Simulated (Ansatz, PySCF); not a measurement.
HCl (SMILES Cl) and CH3F (SMILES CF) are pulled apart as rigid monomers along the line of their centres of mass, from the B3LYP-D3(BJ)/def2-TZVP minimum. Starting geometry (charge 0, multiplicity 1):
```xyz
7

Cl     0.165     0.052    -0.136
H      0.215     0.509     1.070
C     -0.489    -0.550     3.527
F      0.051     0.630     2.995
H      0.228    -0.959     4.238
H     -1.426    -0.301     4.023
H     -0.660    -1.248     2.709
```

Interaction energies with rigid monomers; basis-set methods are counterpoise corrected unless marked otherwise.

Rows in 6-31G* carry no dispersion term and start afresh at each structure (6-31G* with six Cartesian d functions).

The values were computed with Ansatz (Gaussian orbitals); PySCF for 6-31G* rows, the dispersion terms. Values without a source in brackets are computed.

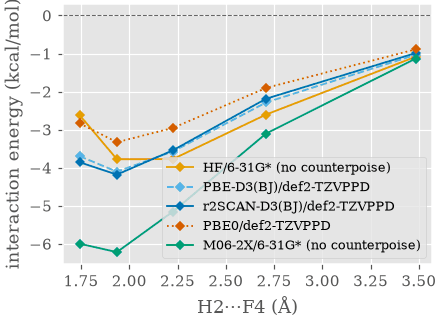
*Interaction energy against separation*

Problem. Which level binds most strongly at H2···F4 = 1.94, and by how much?

Solution. M06-2X/6-31G* (no counterpoise), -6.2 kcal/mol.

Ansatz is an electronic-structure program.
